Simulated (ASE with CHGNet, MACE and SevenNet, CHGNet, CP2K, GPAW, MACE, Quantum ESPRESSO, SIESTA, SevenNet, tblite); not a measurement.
## Machine-learned potentials on GaN(111) slab, H on both faces (54 atoms): settings against a plane-wave reference

Aim: run GaN(111) slab, H on both faces (54 atoms) in machine-learned potentials and see how near its forces come to a plane-wave reference, and at what cost.

Program: ASE with CHGNet, MACE and SevenNet. Level of theory: the method is named at each step. Results are calculated unless marked as measured.

### Step 1. Starting point

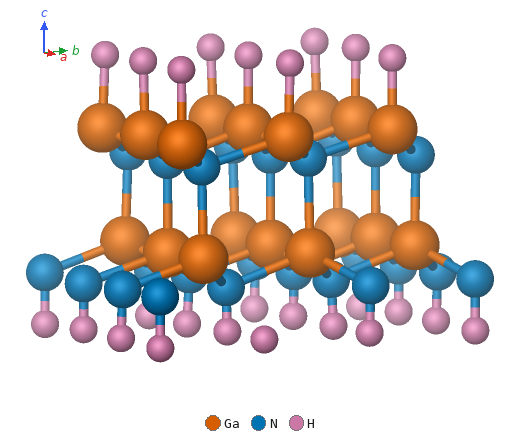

Start, viewed from the side, with the c axis up; gallium orange, nitrogen blue, hydrogen pink. Bonds to atoms that aren't drawn are left out. Some periodic images of atoms are drawn too.

The cell holds 54 atoms: 18 Ga, 18 N and 18 H. Cell: a = 9.546 Å, b = 9.546 Å, c = 17.828 Å, α = 90.0°, β = 90.0°, γ = 120.0°. It derives from GaN (zinc-blende). Zinc-blende GaN (a = 4.5 Å), (111) slab of 4 atomic planes, 3 x 3 surface cells, H on the broken bonds of both faces, 12 Å of vacuum; displaced by a Gaussian of 0.02 Å. Then every atom was moved at random, 0.02 Å r.m.s. a Cartesian component (hydrogen 0.6 of that). Regions: slab, 36 atoms (18 Ga and 18 N); hydrogen, 18 atoms (18 H). Vacuum lies along c.

The yardstick, on the same geometry:

```
method                                           : Kohn-Sham DFT, PBE, SSSP efficiency 1.3.0 pseudopotentials, plane waves (Quantum ESPRESSO 7.5); sssp-pbe-1.3.0-efficiency, cutoffs 70/560 Ry, Γ point
r.m.s. force component                           : 1.159 eV/Å
longest force                                    : 4.334 eV/Å
gap (highest filled to lowest empty level) : 1.524 eV
time                                             : 27 min on 1 thread of Arm Neoverse V2, shared host
CPU time                                         : 27 min
```

### Step 2. CHGNet 0.3.0 potential

Method: machine-learned interatomic potential CHGNet 0.3.0, trained on PBE(+U) plane-wave data.

Contents of run.py:

```python
import numpy as np
from ase.io import read
import mlip  # loads the published weights by name

atoms = read("structure.xyz")
atoms.calc = mlip.calc("chgnet-0.3.0")
energy = atoms.get_potential_energy()
forces = atoms.get_forces()
print(f"energy {energy:.6f} eV")
print("forces (eV/A)")
for i, (a, f) in enumerate(zip(atoms, forces)):
    print(f"{i:4d} {a.symbol:2s} {f[0]:10.5f} {f[1]:10.5f} {f[2]:10.5f}")
```

Contents of structure.xyz:

```xyz
54
Lattice="9.54594 0.00000 0.00000 -4.77297 8.26703 0.00000 0.00000 0.00000 17.82760" Properties=species:S:1:pos:R:3 pbc="T T T"
Ga 0.00215 7.33608 7.69386
N 0.00816 5.52494 6.98806
Ga -1.58615 6.46482 10.25354
N 0.03818 7.31814 9.59963
Ga 1.61675 4.56712 7.67193
N 1.58854 2.78053 7.04351
Ga 0.01141 3.73232 10.27993
N 1.55666 4.58506 9.58465
Ga 3.15909 7.35146 7.69831
N 3.17541 5.49766 6.99198
Ga 1.62887 6.44787 10.30364
N 3.19250 7.37411 9.63849
Ga 3.19025 1.87215 7.62451
N -1.55680 8.26166 6.98307
Ga 1.56740 0.85258 10.22752
N 3.26127 1.83958 9.60801
Ga 4.75345 4.60813 7.66373
N 4.75770 2.74036 6.94332
Ga 3.14486 3.66701 10.26549
N 4.78872 4.55282 9.69608
Ga -3.18992 7.36320 7.62219
N -3.18414 5.52089 7.02907
Ga 4.77560 6.42853 10.28617
N -3.22567 7.32624 9.64990
Ga 6.37468 1.80618 7.65909
N 6.38805 0.01190 7.02764
Ga 4.77770 0.94368 10.24659
N 6.34824 1.77477 9.63314
Ga -1.56324 4.64128 7.67567
N -1.49451 2.78797 7.00250
Ga 6.40638 3.68726 10.25283
N -1.61107 4.59019 9.62263
Ga -0.03995 1.78940 7.69724
N 9.50103 0.00868 7.04262
Ga 7.93941 0.91706 10.21397
N -0.04181 1.85512 9.60925
H -0.03632 5.51684 6.02965
H -1.60186 6.41001 11.81845
H 1.60811 2.72068 5.99756
H -0.01919 3.68114 11.82326
H 3.19966 5.54048 5.99507
H 1.57274 6.47201 11.86052
H 3.18142 0.00504 6.00113
H 1.57088 0.91285 11.79100
H 4.79058 2.76077 6.00006
H 3.20829 3.65320 11.82772
H 6.33960 5.50295 6.01824
H 4.75560 6.43043 11.81292
H 1.55432 8.25934 5.98152
H 4.74734 0.90598 11.82861
H 7.96470 2.73201 6.00166
H 6.39177 3.72330 11.83111
H 9.50714 0.01149 5.93784
H 7.95096 0.89375 11.81560
```

On the command line:

```bash
$ OMP_NUM_THREADS=1 python run.py > output.txt
```

Log:

```text
CHGNet v0.3.0 initialized with 412,525 parameters
CHGNet will run on cpu
energy -281.977478 eV
forces (eV/A)
   0 Ga    0.17720    0.10646    0.03113
   1 N     0.33770   -0.02569    3.23301
   2 Ga    0.09915   -0.16538    1.04274
   3 N    -0.23883    0.18879   -0.63056
   4 Ga   -0.40936    0.45735    0.09517
   5 N    -0.15731   -0.75189   -0.85449
   6 Ga   -0.25635   -0.36891    0.60736
   7 N     0.44794    0.33107   -0.63381
   8 Ga    0.13292   -0.33311    0.23474
   9 N     0.08924    0.30953    1.29630
  10 Ga   -0.09374   -0.18023    0.77328
  11 N    -0.03655   -0.50067   -1.05013
  12 Ga   -0.03401   -0.42177    0.71957
  13 N    -0.35760    0.12798    2.14758
  14 Ga    0.17929    0.78652    1.08387
  15 N    -1.04077   -0.04524   -1.24716
  16 Ga    0.23541   -0.40524    0.78352
  17 N     0.43440    0.27453    4.27937
  18 Ga    0.08138   -0.05082    0.99944
  19 N    -0.28314    0.30254   -1.69157
  20 Ga    0.07839    0.12548    0.75584
  21 N    -0.12455   -0.05754    0.59402
  22 Ga   -0.23369   -0.30747    0.57175
  23 N     0.46205   -0.07105   -1.72492
[...]
46 H     0.04261   -0.02082   -0.85816
  47 H    -0.04504   -0.00148    0.36440
  48 H     0.14264    0.02071    0.48344
  49 H     0.01513   -0.06104   -0.39648
  50 H     0.08346    0.06427   -0.99193
  51 H    -0.00319   -0.07164   -0.32670
  52 H    -0.05907    0.01672    1.79360
  53 H     0.01107   -0.00051   -0.56478
```

The job ended after 3 s (1 thread of Arm Neoverse V2, shared host; peak memory 0.71 GiB).

Banners, paths, timers and routine set-up lines are dropped from the logs unmarked, and long logs keep their key lines alone; longer cuts are marked.

Against the reference:

```
r.m.s. force component                  : 0.8683 eV/Å
r.m.s. difference of force components   : 489.3 meV/Å
longest difference of force vectors     : 1569 meV/Å
force difference over r.m.s. force      : 42.21 %
slope of forces against the reference's : 0.6915
correlation of force components         : 0.9231
```

Length of the force difference by element (eV/Å):

```
element  atoms  mean  most
     Ga     18  0.93   1.3
      H     18  0.16  0.48
      N     18   1.0   1.6
```

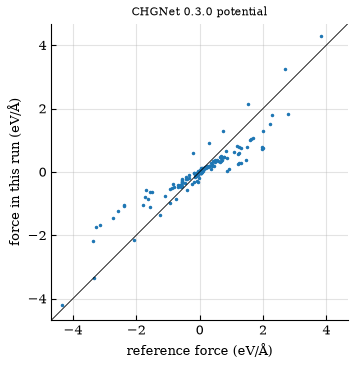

Force components against those of the reference; the line marks equality.

The surroundings of H40, picked at random, nearest first, numbered as they follow in the input and with coordinates relative to it.

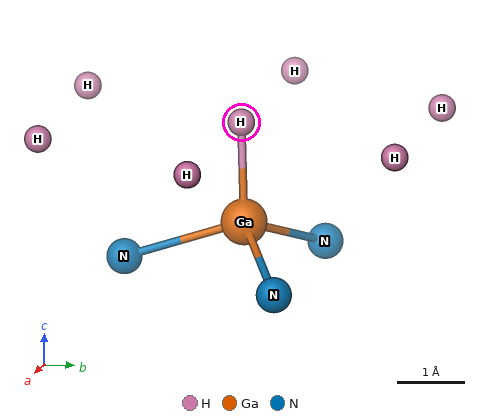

The atoms of the table, within 3.2 Å (arrows a, b, c point along x, y, z); some may hide others; the central atom is ringed.

```
atom      x      y      z  distance (Å)     Fx     Fy  Fz (eV/Å)
 H40   0.00   0.00   0.00          0.00   0.00  -0.04       0.16
 Ga7   0.03   0.05  -1.54          1.54  -0.26  -0.37       0.61
 N32  -1.59   0.91  -2.20          2.86   0.38   0.35      -1.09
 N36  -0.02  -1.83  -2.21          2.87   0.47   0.06      -0.56
  N8   1.58   0.90  -2.24          2.88   0.45   0.33      -0.63
 H52  -3.13   0.04   0.01          3.14   0.00  -0.07      -0.33
 H38  -1.58   2.73   0.00          3.15  -0.01   0.01      -0.28
 H44   1.59  -2.77  -0.03          3.19   0.01   0.07      -0.32
 H54  -1.58  -2.79  -0.01          3.20   0.01   0.00      -0.56
 H42   1.59   2.79   0.04          3.21   0.00  -0.04      -0.10
 H46   3.23  -0.03   0.00          3.23  -0.05   0.01      -0.19
```

Atoms are counted from 1 here, from 0 in the log.

Forces lie 42 % from the reference's, at 0.0018 times its CPU time.

### Step 3. MACE MPA-0 medium potential

Method: machine-learned interatomic potential MACE MPA-0 medium, trained on PBE(+U) plane-wave data.

Changes to run.py since step 2:

```diff
@@ -5,3 +5,3 @@
 atoms = read("structure.xyz")
-atoms.calc = mlip.calc("chgnet-0.3.0")
+atoms.calc = mlip.calc("mace-mpa-0-medium")
 energy = atoms.get_potential_energy()
```

structure.xyz is that of step 2.

Log:

```text
energy -277.505265 eV
forces (eV/A)
   0 Ga    0.21870    0.06089    0.22679
   1 N     0.40710    0.02348    3.12361
   2 Ga    0.00235   -0.33788    1.66026
   3 N    -0.33893    0.32575   -1.24114
   4 Ga   -0.59963    0.55884    0.31530
   5 N    -0.16909   -0.94141   -0.97471
   6 Ga   -0.42087   -0.66271    1.30758
   7 N     0.67537    0.47367   -1.15875
   8 Ga    0.06411   -0.48574    0.52822
   9 N     0.06086    0.43058    1.24382
  10 Ga   -0.24049   -0.25110    1.27217
  11 N     0.00387   -0.72367   -1.93315
  12 Ga   -0.02704   -0.49761    1.05306
  13 N    -0.45690    0.17714    1.95076
  14 Ga    0.22215    1.12512    1.69744
  15 N    -1.42128   -0.07761   -2.01943
  16 Ga    0.27363   -0.50748    1.02662
  17 N     0.54363    0.30685    4.25589
  18 Ga    0.28460   -0.14383    1.66543
  19 N    -0.41508    0.49842   -2.61990
  20 Ga    0.12771    0.11589    1.09035
  21 N    -0.09699   -0.04874    0.35492
  22 Ga   -0.27425   -0.36537    1.36842
  23 N     0.61292   -0.06155   -2.57107
[...]
46 H     0.04500   -0.03463   -0.69393
  47 H    -0.01499    0.01937    0.07099
  48 H     0.14782   -0.01515    0.60211
  49 H     0.00950   -0.02775   -0.57219
  50 H     0.06382    0.08414   -0.85838
  51 H     0.05476   -0.10654   -0.50389
  52 H    -0.05177   -0.00237    1.97566
  53 H     0.01599    0.03761   -0.70267
```

Wall time 6.5 s (1 thread); peak memory 0.81 GiB.

Numbers from this run, and their distance from the reference:

```yaml
r_m_s_force_component: 1.023 eV/Å
r_m_s_difference_of_force_components: 286.4 meV/Å
longest_difference_of_force_vectors: 966.9 meV/Å
force_difference_over_r_m_s_force: 24.7 %
slope_of_forces_against_the_reference_s: 0.8586
correlation_of_force_components: 0.9733
```

Against the first run (42 %), the force difference from the reference is 25 %, at 2.1 times the CPU time.

### Step 4. SevenNet l3i5 potential

Method: machine-learned interatomic potential SevenNet l3i5, trained on PBE(+U) plane-wave data.

Changes to run.py since step 3:

```diff
@@ -5,3 +5,3 @@
 atoms = read("structure.xyz")
-atoms.calc = mlip.calc("mace-mpa-0-medium")
+atoms.calc = mlip.calc("7net-l3i5")
 energy = atoms.get_potential_energy()
```

structure.xyz is that of step 3.

Log:

```text
energy -275.890167 eV
forces (eV/A)
   0 Ga    0.20138    0.11121    0.37618
   1 N     0.41519   -0.04288    2.53217
   2 Ga   -0.00218   -0.35566    1.46024
   3 N    -0.39381    0.38455   -0.80577
   4 Ga   -0.52942    0.58114    0.44784
   5 N    -0.23113   -0.88397   -1.59000
   6 Ga   -0.49045   -0.72013    1.06545
   7 N     0.72029    0.47153   -0.71748
   8 Ga    0.11989   -0.48652    0.71386
   9 N     0.02725    0.42672    0.67406
  10 Ga   -0.25905   -0.25576    1.05820
  11 N     0.03288   -0.76953   -1.54800
  12 Ga    0.04011   -0.53717    1.37782
  13 N    -0.40290    0.19636    1.43390
  14 Ga    0.25109    1.24575    1.48141
  15 N    -1.55240   -0.10344   -1.80259
  16 Ga    0.32269   -0.57337    1.43669
  17 N     0.59058    0.31465    3.71458
  18 Ga    0.36437   -0.13144    1.41058
  19 N    -0.46195    0.54883   -2.46006
  20 Ga    0.12144    0.08770    1.42940
  21 N    -0.07742   -0.10729   -0.22238
  22 Ga   -0.31368   -0.46725    1.11294
  23 N     0.70515   -0.06596   -2.40523
[...]
46 H     0.04686   -0.02922   -0.75044
  47 H    -0.03961    0.02296    0.37487
  48 H     0.15240    0.00515    0.60221
  49 H     0.02902   -0.04497   -0.33074
  50 H     0.08491    0.07294   -0.91426
  51 H     0.07502   -0.11317   -0.24736
  52 H    -0.07195    0.02025    2.07116
  53 H    -0.01276    0.02919   -0.49894
```

It took 8.2 s on 1 thread; peak memory 1.1 GiB.

Against the reference:

* r.m.s. force component: 0.9844 eV/Å
* r.m.s. difference of force components: 240.6 meV/Å
* longest difference of force vectors: 859.6 meV/Å
* force difference over r.m.s. force: 20.75 %
* slope of forces against the reference's: 0.8391
* correlation of force components: 0.988

Against the first run (42 %), the force difference from the reference is 21 %, at 2.6 times the CPU time.

### Step 5. The ladder

Differences are against the plane-wave reference, forces as r.m.s. over components; share is that over the reference's r.m.s. force, slope the least-squares factor from reference forces to these. Total energies of different programs have different zeros and aren't compared.

```
                        run  Δ force, r.m.s. (meV/Å)  share (%)  slope  cores  CPU time  memory (GiB)
                  reference                        -          -      -      1    27 min           4.7
     CHGNet 0.3.0 potential                      489       42.2  0.692      1       3 s          0.71
MACE MPA-0 medium potential                      286       24.7  0.859      1     6.3 s          0.81
    SevenNet l3i5 potential                      241       20.8  0.839      1     7.8 s           1.1
```

Times of the machine-learned potentials are mostly Python's start and the loading of weights.

CPU time is summed over cores on a shared host, where runs went side by side, so it is rough. Symmetry, cutoffs, thresholds, outputs and thread counts weren't matched or tuned between programs; memory under MPI is the largest rank's times the ranks.

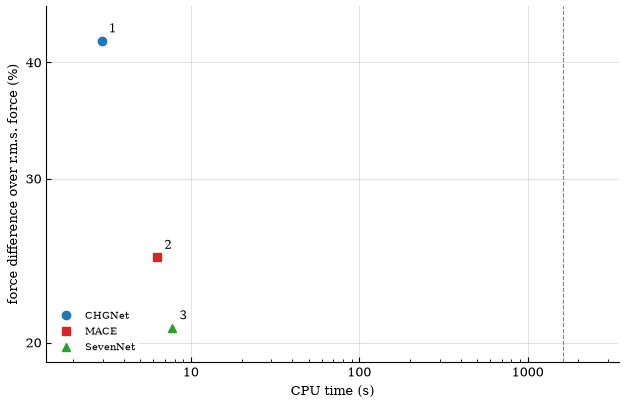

Force difference against CPU time; the dashed line marks the reference's time. Points: 1 CHGNet 0.3.0 potential; 2 MACE MPA-0 medium potential; 3 SevenNet l3i5 potential.

### Step 6. Summary of results

| Property | Result |
| --- | --- |
| nearest in forces | SevenNet l3i5 potential, 21 % |
| its CPU time | 7.8 s |

In words: Machine-learned potentials differ by 21 % (SevenNet l3i5 potential) to 42 % (CHGNet 0.3.0 potential); they were trained on other programs' data. Among those trained on PBE data the slope goes as low as 0.69, which softening far from their training structures can give, though the reference's k-sampling is untested too. Machine-learned potentials mimic data converged in k, so the reference's own k-point error enters their differences. Caps of real hydrogen don't mimic the fractional bonds of a polar compound, so surface states and strained caps may belong to the model. The electronic-structure runs sample only Γ, in a cell whose shortest periodic width is 8 Å.

[Also dropped from logs without a mark: logging warnings of Python, and SIESTA's first energy breakdown and zero terms.]

[Logs are printed without paths, hosts, clocks, repeated set-up lines and the standing remarks that a program may print on its own settings, such as how far it seeks lower states.]

[Hosts, paths, dates, database ids (printed as entryN), source tags and the programs' standing remarks are cut or masked in the printed files.]
